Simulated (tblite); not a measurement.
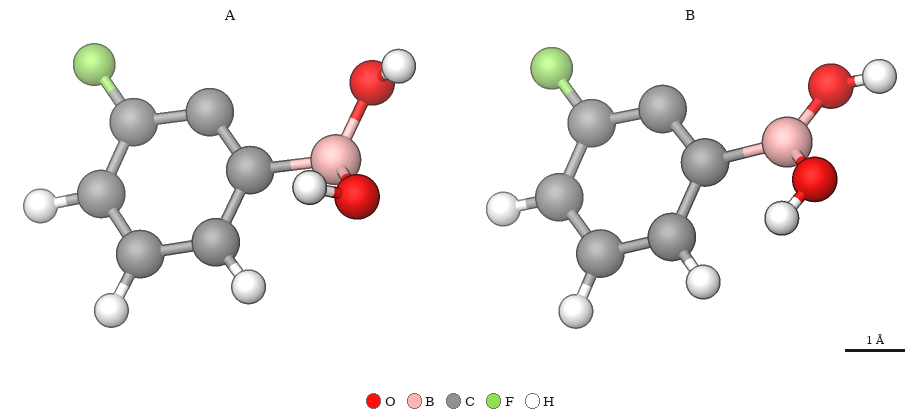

Two geometries of C₆H₅BFO₂ (multiplicity 2), drawn at one scale. One is the start of a relaxation, the other its converged end. A ball-and-stick model, seen at a tilt.

Method: tblite 0.8.0, GFN2-xTB geometry optimisation, gas phase. 

Question: Which one is relaxed?

Answer: Structure B is the relaxed one. The largest moves after the best rigid fit, 0.57 Å, are those of H atoms. Largest moves by element: H 0.57 Å, B 0.47 Å, O 0.32 Å, C 0.25 Å, F 0.08 Å. Some distances before and after: B–O 1.501 → 1.360 Å, B–O 1.475 → 1.342 Å, H–O 1.003 → 0.955 Å, C–H 1.113 → 1.079 Å. Among the angles between lasting bonds that change: B–O–H 103.2° → 116.7°, O–B–O 113.5° → 118.9°, B–C–C 116.4° → 121.5°. After 62 geometry steps the energy has fallen by 32.4 kcal/mol.
